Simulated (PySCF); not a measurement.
# CH2-triplet: EPR parameters at several levels of theory

How much do the EPR parameters of CH2-triplet (`[CH2]`) depend on the level of theory, and what does each level cost?

The runs use PySCF 2.14.0, with density-fitted response routines of our own; the level of theory stands in each step. All values are computed, except where a source is named. Atoms count from 0, in the outputs and in this text.

## 1. The molecule as given

3 atoms, charge 0, multiplicity 3; geometry from: GFN2-xTB.

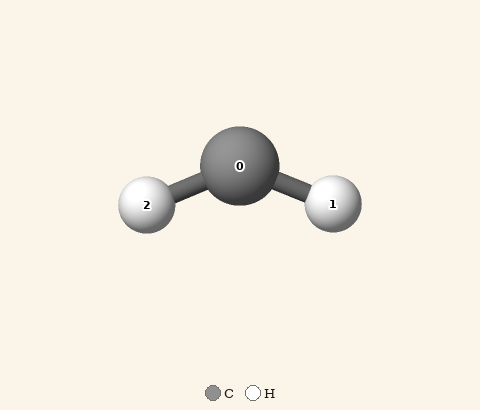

As it starts; carbon grey, hydrogen white, atoms numbered; sticks join atoms by distance.

## 2. Optimising the geometry at PBE0-D3(BJ)/def2-SVP

Job settings and geometry (Å):

```
{"job": {"xc": "PBE0", "basis": "def2-SVP", "d3": "d3bj", "grid": 1, "kind": "geom"}, "charge": 0, "multiplicity": 3}
C      0.009380     0.268320    -0.006420
H     -0.974510    -0.130340    -0.023490
H      0.988100    -0.143050     0.004810
```

Output:

```text
step   0  E = -39.07080317  max force = 0.019621
step   1  E = -39.07187415  max force = 0.001266
step   2  E = -39.07188535  max force = 0.000552
step   3  E = -39.07188801  max force = 0.000199
optimisation converged
```

Wall time 0.9 s (1 thread, shared host).

Relaxation path:

```csv
step,energy from step 0 (eV),largest force component (eV/Å)
0,0.0000,1.0090
1,-0.0291,0.0651
2,-0.0294,0.0284
3,-0.0295,0.0102
```

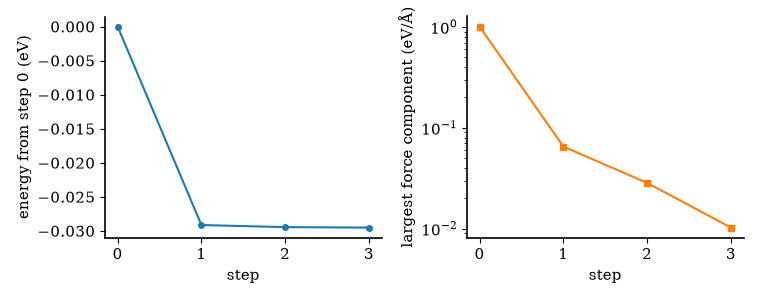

Energy and force, step by step.

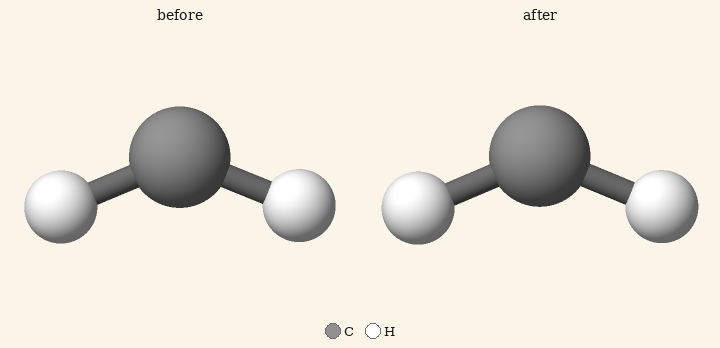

The geometry before (left) and after (right).

Distances of close pairs at the start and the end, largest changes first:

```csv
bond,before (Å),after (Å),change (Å)
C0–H1,1.062,1.089,+0.028
C0–H2,1.062,1.089,+0.028
```

The next job starts from the end point, and lists it.

```csv
at the end point,value
point group (found at 0.08 Å tolerance),C2v
"rotational constants (GHz, main isotopes)","1635.7, 248.8, 215.9"
dipole moment (D),0.63
⟨S²⟩,2.007
```

## 3. g tensor and hyperfine couplings: B3LYP/IGLO-III+pcH-1

Job settings and geometry (Å):

```
{"job": {"kind": "epr"}, "charge": 0, "multiplicity": 3}
C      0.009513     0.280376    -0.006332
H     -0.997083    -0.136023    -0.023981
H      1.010540    -0.149423     0.005212
```

Method: UKS B3LYP, IGLO-III on C, pcH-1 on H, non-relativistic, mean-field spin-orbit, GIAO.

Output:

```text
UKS, coarse grid
  cycle   1  E = -39.16392804  |g| = 7.67e-02
  cycle   2  E = -39.16951791  |g| = 1.85e-02
  cycle   3  E = -39.16986808  |g| = 1.12e-02
  cycle   4  E = -39.16994249  |g| = 2.84e-03
  cycle   5  E = -39.16994955  |g| = 7.61e-04
UKS, final grid
  cycle   1  E = -39.16994876  |g| = 3.53e-04
  cycle   2  E = -39.16994881  |g| = 2.48e-04
  cycle   3  E = -39.16994884  |g| = 5.28e-05
  cycle   4  E = -39.16994885  |g| = 2.17e-05
internal stability: stable
E = -39.16994885 Eh   <S^2> = 2.0054 (exact 2.0000)
g shifts (ppm)      1          2          3
  rmc          -133       -133       -133
  gc             27          9         20
  oz_so          -1        276        290
  total        -107        152        178
hyperfine (MHz)  atom isotope    a_iso     a_fc   dipolar eigenvalues
    0   13C     240.02     240.02    -77.68     29.39     48.29
    1    1H     -10.82     -10.82    -22.45    -16.27     38.72
    2    1H     -10.82     -10.82    -22.45    -16.27     38.72
zero-field splitting (cm-1)  D = 0.8133  E = 0.0476  (spin-spin 0.7806, spin-orbit 0.0327)
```

It took 1.1 s on 1 thread, shared host.

Principal g values 2.00221, 2.00247, 2.00250; g(iso) = 2.00239, against 2.00232 for a free electron.

Hyperfine couplings; where a row names several nuclei, a(iso) is their mean (it holds for fast rotation or exchange) and the dipolar term the largest among them:

```csv
nuclei,isotope,a(iso) (MHz),"a(iso) (G, at g = 2.0023)",largest dipolar term (MHz)
C0,13C,240.0,85.6,-77.7
"H1, H2",1H,-10.8,-3.9,38.7
```

Zero-field splitting: D = 0.813 cm⁻¹ (spin-spin 0.781, spin-orbit 0.033), E = 0.048 cm⁻¹.

Mulliken spin populations:

```csv
atom,value (e)
C0,2.07
H1,-0.04
H2,-0.04
```

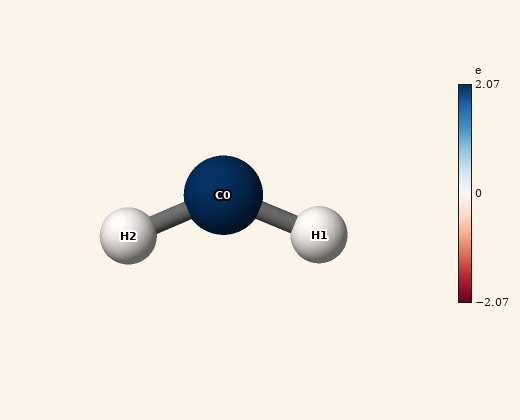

Mulliken spin populations, as colours on the atoms.

## 4. g tensor and hyperfine couplings: PBE/IGLO-III+pcH-1

Job settings and geometry (Å):

```
{"job": {"kind": "epr", "xc": "PBE"}, "charge": 0, "multiplicity": 3}
C      0.009513     0.280376    -0.006332
H     -0.997083    -0.136023    -0.023981
H      1.010540    -0.149423     0.005212
```

With the program's defaults for keys left out, this is: UKS PBE, IGLO-III on C, pcH-1 on H, non-relativistic, mean-field spin-orbit, GIAO.

Output:

```text
UKS, coarse grid
  cycle   1  E = -39.09944497  |g| = 9.42e-02
  cycle   2  E = -39.10307509  |g| = 6.80e-02
  cycle   3  E = -39.10546545  |g| = 2.67e-02
  cycle   4  E = -39.10587019  |g| = 1.73e-03
  cycle   5  E = -39.10587259  |g| = 4.15e-04
UKS, final grid
  cycle   1  E = -39.10587343  |g| = 2.54e-04
  cycle   2  E = -39.10587344  |g| = 2.12e-04
  cycle   3  E = -39.10587346  |g| = 4.31e-05
  cycle   4  E = -39.10587346  |g| = 9.88e-06
internal stability: stable
E = -39.10587346 Eh   <S^2> = 2.0057 (exact 2.0000)
g shifts (ppm)      1          2          3
  rmc          -131       -131       -131
  gc             26          9         20
  oz_so           1        275        288
  total        -104        154        178
hyperfine (MHz)  atom isotope    a_iso     a_fc   dipolar eigenvalues
    0   13C     218.90     218.90    -77.54     29.72     47.82
    1    1H     -16.24     -16.24    -21.96    -15.90     37.86
    2    1H     -16.24     -16.24    -21.96    -15.90     37.86
zero-field splitting (cm-1)  D = 0.7970  E = 0.0467  (spin-spin 0.7712, spin-orbit 0.0258)
```

It took 1 s on 1 thread, shared host.

In short: g(iso) 2.00240.

## 5. EPR parameters: PBE0/IGLO-III+pcH-1

Job settings and geometry (Å):

```
{"job": {"kind": "epr", "xc": "PBE0"}, "charge": 0, "multiplicity": 3}
C      0.009513     0.280376    -0.006332
H     -0.997083    -0.136023    -0.023981
H      1.010540    -0.149423     0.005212
```

Method: UKS PBE0, IGLO-III on C, pcH-1 on H, non-relativistic, mean-field spin-orbit, GIAO.

Output:

```text
UKS, coarse grid
  cycle   1  E = -39.10831541  |g| = 8.24e-02
  cycle   2  E = -39.11527583  |g| = 2.15e-02
  cycle   3  E = -39.11584691  |g| = 6.78e-03
  cycle   4  E = -39.11588731  |g| = 3.02e-03
  cycle   5  E = -39.11589483  |g| = 1.02e-03
  cycle   6  E = -39.11589559  |g| = 2.01e-04
UKS, final grid
  cycle   1  E = -39.11589697  |g| = 1.22e-04
  cycle   2  E = -39.11589697  |g| = 9.47e-05
  cycle   3  E = -39.11589698  |g| = 1.28e-05
internal stability: stable
E = -39.11589698 Eh   <S^2> = 2.0069 (exact 2.0000)
g shifts (ppm)      1          2          3
  rmc          -131       -131       -131
  gc             26          9         20
  oz_so           0        261        275
  total        -104        140        164
hyperfine (MHz)  atom isotope    a_iso     a_fc   dipolar eigenvalues
    0   13C     233.61     233.61    -76.37     28.97     47.41
    1    1H     -21.95     -21.95    -22.25    -15.98     38.23
    2    1H     -21.95     -21.95    -22.25    -15.98     38.23
zero-field splitting (cm-1)  D = 0.7990  E = 0.0489  (spin-spin 0.7732, spin-orbit 0.0258)
```

Wall time 1 s (1 thread, shared host).

In short: g(iso) 2.00239.

## 6. EPR parameters: BHandHLYP/IGLO-III+pcH-1

Job settings and geometry (Å):

```
{"job": {"kind": "epr", "xc": "BHandHLYP"}, "charge": 0, "multiplicity": 3}
C      0.009513     0.280376    -0.006332
H     -0.997083    -0.136023    -0.023981
H      1.010540    -0.149423     0.005212
```

With the program's defaults for keys left out, this is: UKS BHandHLYP, IGLO-III on C, pcH-1 on H, non-relativistic, mean-field spin-orbit, GIAO.

Output:

```text
UKS, coarse grid
  cycle   1  E = -39.13190940  |g| = 1.04e-01
  cycle   2  E = -39.14315527  |g| = 4.91e-02
  cycle   3  E = -39.14473700  |g| = 1.77e-02
  cycle   4  E = -39.14510323  |g| = 4.11e-03
  cycle   5  E = -39.14513004  |g| = 1.29e-03
  cycle   6  E = -39.14513185  |g| = 2.76e-04
UKS, final grid
  cycle   1  E = -39.14513127  |g| = 1.26e-04
  cycle   2  E = -39.14513129  |g| = 6.12e-05
  cycle   3  E = -39.14513130  |g| = 3.09e-05
  cycle   4  E = -39.14513130  |g| = 3.38e-06
internal stability: stable
E = -39.14513130 Eh   <S^2> = 2.0067 (exact 2.0000)
g shifts (ppm)      1          2          3
  rmc          -133       -133       -133
  gc             27          9         20
  oz_so          -2        263        277
  total        -108        139        164
hyperfine (MHz)  atom isotope    a_iso     a_fc   dipolar eigenvalues
    0   13C     262.79     262.79    -76.40     28.58     47.82
    1    1H     -16.23     -16.23    -22.70    -16.26     38.95
    2    1H     -16.23     -16.23    -22.70    -16.26     38.95
zero-field splitting (cm-1)  D = 0.8169  E = 0.0498  (spin-spin 0.7796, spin-orbit 0.0373)
```

Wall time 1 s (1 thread, shared host).

In short: g(iso) 2.00238.

## 7. EPR parameters: HF/IGLO-III+pcH-1

Job settings and geometry (Å):

```
{"job": {"kind": "epr", "xc": "HF"}, "charge": 0, "multiplicity": 3}
C      0.009513     0.280376    -0.006332
H     -0.997083    -0.136023    -0.023981
H      1.010540    -0.149423     0.005212
```

Level: UKS HF, IGLO-III on C, pcH-1 on H, non-relativistic, mean-field spin-orbit, GIAO.

Output:

```text
UKS, final grid
  cycle   1  E = -38.89428353  |g| = 1.91e-01
  cycle   2  E = -38.92995565  |g| = 8.06e-02
  cycle   3  E = -38.93513533  |g| = 3.37e-02
  cycle   4  E = -38.93713174  |g| = 1.28e-02
  cycle   5  E = -38.93745016  |g| = 4.28e-03
  cycle   6  E = -38.93748462  |g| = 1.10e-03
  cycle   7  E = -38.93748685  |g| = 3.74e-04
  cycle   8  E = -38.93748714  |g| = 1.01e-04
  cycle   9  E = -38.93748716  |g| = 2.18e-05
  cycle  10  E = -38.93748716  |g| = 3.56e-06
internal stability: stable
E = -38.93748716 Eh   <S^2> = 2.0169 (exact 2.0000)
g shifts (ppm)      1          2          3
  rmc          -134       -134       -134
  gc             27         11         21
  oz_so          -0        197        219
  total        -108         74        106
hyperfine (MHz)  atom isotope    a_iso     a_fc   dipolar eigenvalues
    0   13C     317.40     317.40    -71.47     25.81     45.67
    1    1H     -59.67     -59.67    -24.26    -17.35     41.60
    2    1H     -59.67     -59.67    -24.26    -17.35     41.60
zero-field splitting (cm-1)  D = 0.7981  E = 0.0621  (spin-spin 0.7787, spin-orbit 0.0195)
```

It took 0.6 s on 1 thread, shared host.

Key values: g(iso) 2.00234.

## 8. EPR parameters: CAM-B3LYP/IGLO-III+pcH-1

Job settings and geometry (Å):

```
{"job": {"kind": "epr", "xc": "CAM-B3LYP"}, "charge": 0, "multiplicity": 3}
C      0.009513     0.280376    -0.006332
H     -0.997083    -0.136023    -0.023981
H      1.010540    -0.149423     0.005212
```

Level: UKS CAM-B3LYP, IGLO-III on C, pcH-1 on H, non-relativistic, mean-field spin-orbit, GIAO.

Output:

```text
UKS, coarse grid
  cycle   1  E = -39.13312002  |g| = 8.48e-02
  cycle   2  E = -39.14026309  |g| = 3.34e-02
  cycle   3  E = -39.14112015  |g| = 1.51e-02
  cycle   4  E = -39.14133002  |g| = 3.63e-03
  cycle   5  E = -39.14134858  |g| = 1.10e-03
  cycle   6  E = -39.14134987  |g| = 1.95e-04
UKS, final grid
  cycle   1  E = -39.14134825  |g| = 8.14e-05
  cycle   2  E = -39.14134826  |g| = 3.76e-05
  cycle   3  E = -39.14134826  |g| = 2.00e-05
internal stability: stable
E = -39.14134826 Eh   <S^2> = 2.0053 (exact 2.0000)
g shifts (ppm)      1          2          3
  rmc          -133       -133       -133
  gc             27          9         20
  oz_so          -1        284        297
  total        -107        161        184
hyperfine (MHz)  atom isotope    a_iso     a_fc   dipolar eigenvalues
    0   13C     228.12     228.12    -77.73     29.51     48.22
    1    1H     -11.80     -11.80    -22.58    -16.43     39.00
    2    1H     -11.79     -11.79    -22.58    -16.43     39.00
zero-field splitting (cm-1)  D = 0.8215  E = 0.0464  (spin-spin 0.7850, spin-orbit 0.0365)
```

Wall time 1.4 s (1 thread, shared host).

In short: g(iso) 2.00240.

## 9. Run by run: EPR parameters

g, ⟨S²⟩ and isotropic hyperfine couplings (MHz), with basis size and wall time:

```csv
run,g(iso),⟨S²⟩,13C C0,1H H1 (mean),functions,time
B3LYP/IGLO-III+pcH-1,2.00239,2.005,240.0,-10.8,55,1.1 s
PBE/IGLO-III+pcH-1,2.00240,2.006,218.9,-16.2,55,1 s
PBE0/IGLO-III+pcH-1,2.00239,2.007,233.6,-22.0,55,1 s
BHandHLYP/IGLO-III+pcH-1,2.00238,2.007,262.8,-16.2,55,1 s
HF/IGLO-III+pcH-1,2.00234,2.017,317.4,-59.7,55,0.6 s
CAM-B3LYP/IGLO-III+pcH-1,2.00240,2.005,228.1,-11.8,55,1.4 s
```

## 10. Outcome

| quantity | value |
| --- | --- |
| point group | C2v |
| rotational constants (main isotopes) | 1635.72, 248.76, 215.93 GHz |
| D, E (B3LYP) | 0.813, 0.048 cm⁻¹ |
| g(iso) (B3LYP) | 2.00239 |
| ⟨S²⟩ | 2.005 (exact 2.00) |
| largest a(iso) (averaged by class) | 13C on C0, 240.0 MHz |

In words: Single values in the summary come from the first run of each kind that ended normally (B3LYP/IGLO-III+pcH-1), which need not be the best level. Relaxing lowered the energy by 0.030 eV in 3 steps; the close pair that moved most is C0–H1, from 1.062 to 1.089 Å. C0 carries the largest spin population, 2.07 e. The isotropic g lies 0.1 ppt above the free-electron value. The coupling of 13C on C0 runs from 218.9 (PBE/IGLO-III+pcH-1) to 317.4 MHz (HF/IGLO-III+pcH-1).
